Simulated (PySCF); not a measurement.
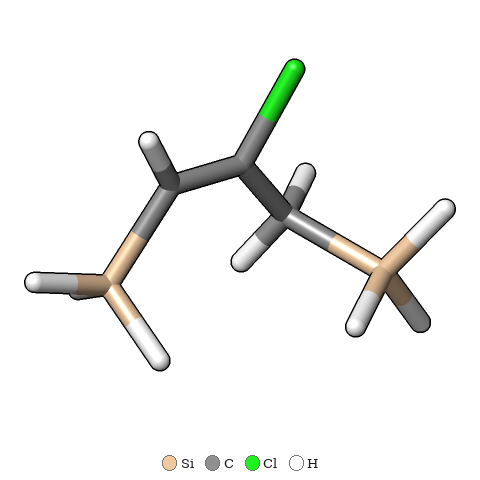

Structure of C₃H₉ClSi₂, SMILES [SiH3]/C=C(/Cl)C[SiH3].

Vertical TDDFT excitations, ωB97X-D/def2-SVPD in PySCF, at a GFN2-xTB geometry (no frequency check), gas phase.

Question: What does its absorption spectrum look like?

Answer: The lowest singlet lies at 6.07 eV (204 nm, f = 0.374); the brightest of the first 8 is S1 at 6.07 eV (204 nm), f = 0.374, mainly HOMO → LUMO (96 %). No singlet lies below 3.1 eV (beyond 400 nm), so at this level no vertical transition falls in the visible.


```csv
state,E (eV),λ (nm),f,main character
S1,6.07,204,0.374,HOMO → LUMO (96 %)
S2,6.53,190,0.003,HOMO → LUMO+2 (64 %)
S3,6.89,180,0.000,HOMO−1 → LUMO (78 %)
S4,6.92,179,0.005,HOMO → LUMO+1 (70 %)
S5,7.39,168,0.019,HOMO−2 → LUMO (41 %)
S6,7.59,163,0.003,HOMO → LUMO+4 (40 %)
S7,7.78,159,0.088,HOMO−2 → LUMO (48 %)
S8,7.85,158,0.013,HOMO → LUMO+3 (42 %)
```

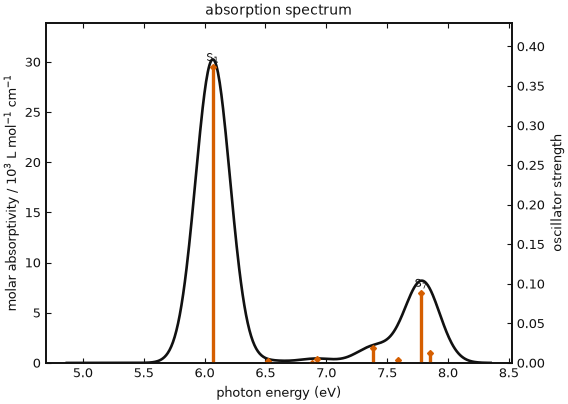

Only the first 8 singlet excitations are included; each is broadened by a Gaussian of 1/e half-width 0.20 eV. Sticks give oscillator strengths (right axis).

Known limits of this run: the tight-binding geometry is rougher than a DFT one and adds to the error; one conformer of a flexible molecule; core orbitals are frozen in the response.
